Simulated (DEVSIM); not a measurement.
Structure: Ge p-i-n diode, at 300 K.

```csv
layer (left to right),material,thickness (μm),Nd (cm⁻³),Na (cm⁻³),τn (s),τp (s)
1,Ge,0.570,-,3e18,0.0006,0.0006
2,Ge,0.750,5e12,-,0.0006,0.0006
3,Ge,0.700,2.7e17,-,0.0006,0.0006
```

Left contact: ohmic. Right contact: ohmic. Voltage is applied to the left contact. Recombination: SRH at mid-gap, Auger. Mobility is μmin + (μ − μmin)/(1 + (N/Nref)^α).

The device is made up for the run: typed textbook-type constants, with dimensions and the other settings drawn at random. Values at 300 K.

```
parameter           Ge
-------------  -------
gap (eV)         0.664
affinity (eV)        4
permittivity        16
Nc (cm⁻³)      1.04e19
Nv (cm⁻³)         6e18
μn (cm²/Vs)       3900
μp (cm²/Vs)       1900
μn,min             150
μp,min             100
Nref,n          2.6e17
Nref,p            4e17
αn                0.56
αp                 0.6
Cn (cm⁶/s)       1e-31
Cp (cm⁶/s)       1e-31
```

Model (solved in DEVSIM): 1D drift-diffusion, Boltzmann statistics, complete ionisation; no tunnelling, impact ionisation, image-force lowering or self-heating.

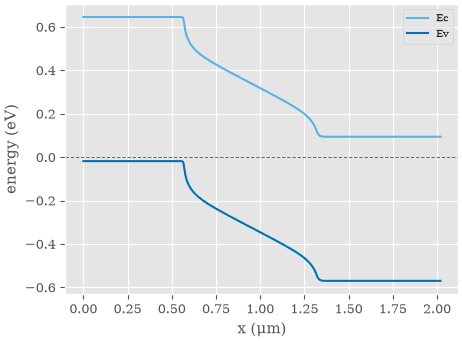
*Band edges at zero bias*

Energies count from the Fermi level of the right contact; mesh points crowd at the junctions.

| x (μm) | Ec (eV) | Ev (eV) | n (cm⁻³) | p (cm⁻³) | field (V/cm) |
|---|---|---|---|---|---|
| 0.000 | 0.646 | -0.018 | 1.5e8 | 3.0e18 | ≈ 0 |
| 0.02518 | 0.646 | -0.018 | 1.5e8 | 3.0e18 | ≈ 0 |
| 0.07830 | 0.646 | -0.018 | 1.5e8 | 3.0e18 | ≈ 0 |
| 0.1784 | 0.646 | -0.018 | 1.5e8 | 3.0e18 | ≈ 0 |
| 0.3973 | 0.646 | -0.018 | 1.5e8 | 3.0e18 | ≈ 0 |
| 0.4946 | 0.646 | -0.018 | 1.5e8 | 3.0e18 | ≈ 0 |
| 0.5463 | 0.646 | -0.018 | 1.5e8 | 3.0e18 | -24 |
| 0.5766 | 0.583 | -0.081 | 1.7e9 | 2.6e17 | -40000 |
| 0.6085 | 0.518 | -0.146 | 2.0e10 | 2.2e16 | -12000 |
| 0.6769 | 0.465 | -0.199 | 1.6e11 | 2.7e15 | -5800 |
| 0.8078 | 0.401 | -0.263 | 1.9e12 | 2.3e14 | -4400 |
| 1.102 | 0.275 | -0.389 | 2.5e14 | 1.7e12 | -4400 |
| 1.223 | 0.216 | -0.448 | 2.4e15 | 1.8e11 | -5700 |
| 1.286 | 0.170 | -0.494 | 1.4e16 | 3.1e10 | -10000 |
| 1.322 | 0.115 | -0.549 | 1.2e17 | 3.6e9 | -20000 |
| 1.349 | 0.096 | -0.568 | 2.6e17 | 1.7e9 | -1300 |
| 1.408 | 0.094 | -0.570 | 2.7e17 | 1.6e9 | ≈ 0 |
| 1.519 | 0.094 | -0.570 | 2.7e17 | 1.6e9 | ≈ 0 |
| 1.789 | 0.094 | -0.570 | 2.7e17 | 1.6e9 | ≈ 0 |
| 1.916 | 0.094 | -0.570 | 2.7e17 | 1.6e9 | ≈ 0 |
| 1.983 | 0.094 | -0.570 | 2.7e17 | 1.6e9 | ≈ 0 |
| 2.020 | 0.094 | -0.570 | 2.7e17 | 1.6e9 | ≈ 0 |
